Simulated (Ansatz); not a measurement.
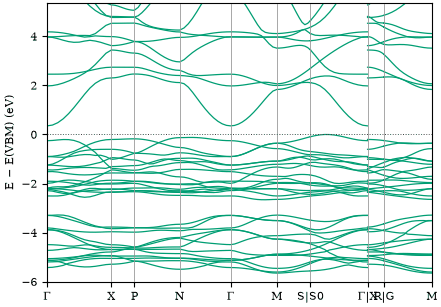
Fig. 1. Band structure from DFT-PBEsol in the program Ansatz with PAW potentials

Q: Read off the gap and where the band edges lie.

A: About 0.3 eV (0.35 eV by a search for the band edges); maximum on the S0–Γ line, 28 % of the way from S0, minimum at Γ.

The material is VAg3O4 in space group I-42m (No. 121; V on 2a, Ag on 4d, Ag on 2b, O on 8i).

The first step of the workflow began from a Materials Project structure, measured or hypothetical; the Crystallography Open Database files this formula in space group No. 121, but the cells were not matched. Its standing as an ambient phase is unchecked. Symmetry was held in the PBEsol relaxation; whether a distortion lowers the energy is not shown. No spin polarisation was allowed. No Hubbard U is applied. Scalar-relativistic: spin–orbit coupling is off unless named, which matters more the heavier the elements.

Potentials: the later of the program's two PAW sets.
